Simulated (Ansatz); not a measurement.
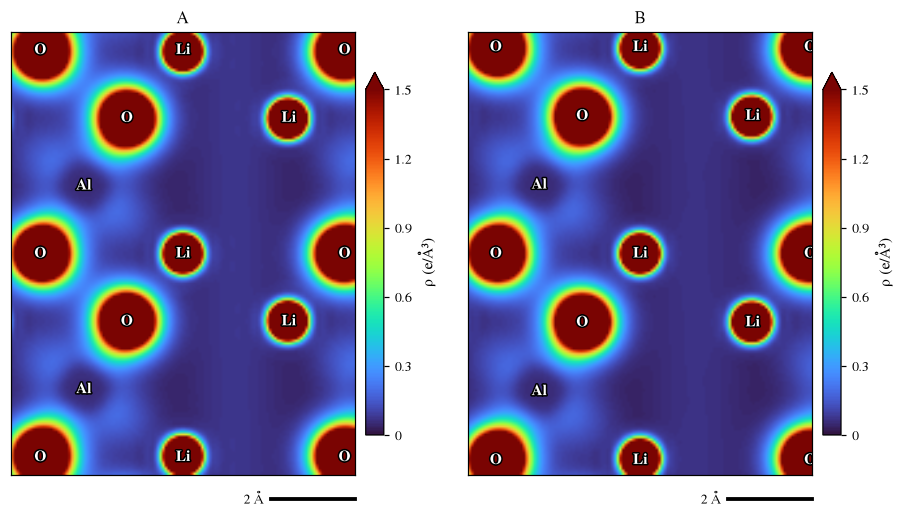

Li₂AlO₂. The valence charge density (pseudo) of two cells that differ in size and shape, on the (110) plane of each (indices in the axes of the calculation cell), at one length scale and on one colour scale: B has 10.4 Å³ an atom and A 9.8.

Method: DFT PBE, scalar-relativistic, plane waves, PAW (Ansatz 0.2.0).

The larger cell:

```cif
data_structure
_symmetry_space_group_name_H-M 'P 1'
_symmetry_Int_Tables_number 1
_cell_length_a 2.8336
_cell_length_b 2.8336
_cell_length_c 7.4710
_cell_angle_alpha 90.000
_cell_angle_beta 90.000
_cell_angle_gamma 120.000
_cell_volume 51.95
loop_
_atom_site_label
_atom_site_type_symbol
_atom_site_fract_x
_atom_site_fract_y
_atom_site_fract_z
_atom_site_occupancy
Li1 Li 0.66667 0.33333 0.32117 1
Li2 Li 0.33333 0.66667 0.67883 1
Al1 Al 0.00000 0.00000 0.00000 1
O1 O 0.33333 0.66667 0.13748 1
O2 O 0.66667 0.33333 0.86252 1
```

The smaller cell: a = 2.793 Å, b = 2.793 Å, c = 7.230 Å, α = 90.00°, β = 90.00°, γ = 120.00°.

### What changes from the larger cell to the smaller?

From the larger cell to the smaller, Li–O goes from 2.14 to 2.09 Å, and the density at its midpoint from 0.24 to 0.27 e/Å³; Al–O goes from 1.93 to 1.91 Å; the pressure goes from 0.0 to 5 GPa.
